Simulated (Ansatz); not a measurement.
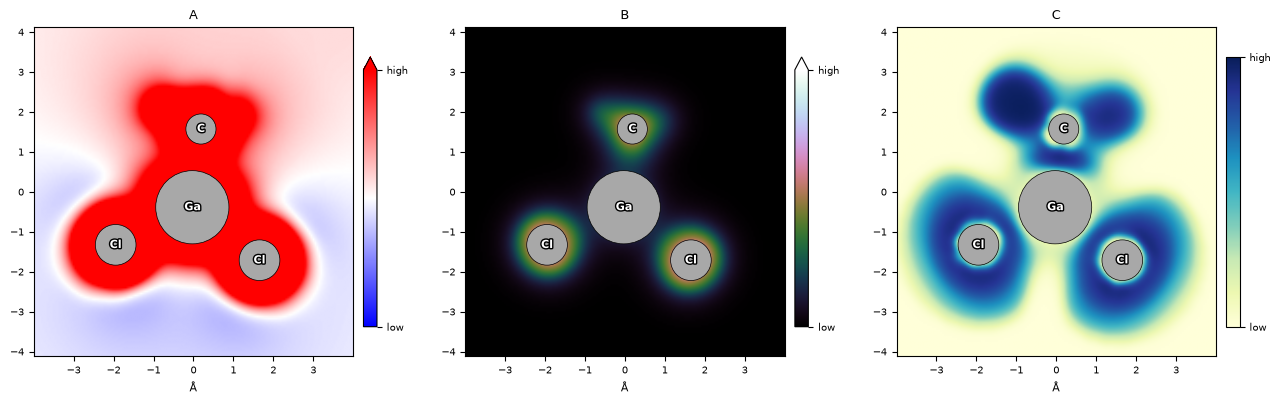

CH3Cl2Ga···HF: 3 fields on the plane of atoms Cl3, Ga1 and C6, with unlabelled colour scales. Grey discs cover the atomic cores.

Not at a stationary point (largest force 0.9 eV/Å).

Level of theory: RKS PBE0-D4/def2-SVP in Ansatz.

Question: Which field does each panel show? The fields are: electron density, electron localisation function and electrostatic potential.

Answer: Panel A: electrostatic potential (strongly positive close to the atoms, with negative regions outside electron-rich atoms). Panel B: electron density. Panel C: electron localisation function. From the grid: C–Ga (1.97 Å): the density is about 0.78 e/Å³ at the midpoint; the ELF peaks at about 0.90 in the valence shell of C, 0.7 Å from its nucleus, and is about 0.60 at the midpoint. Ga–Cl (2.14 Å): ρ at the midpoint is about 0.69 e/Å³; the ELF peaks at about 0.85 in the valence shell of Cl, 0.8 Å from its nucleus, and is about 0.55 at the midpoint.
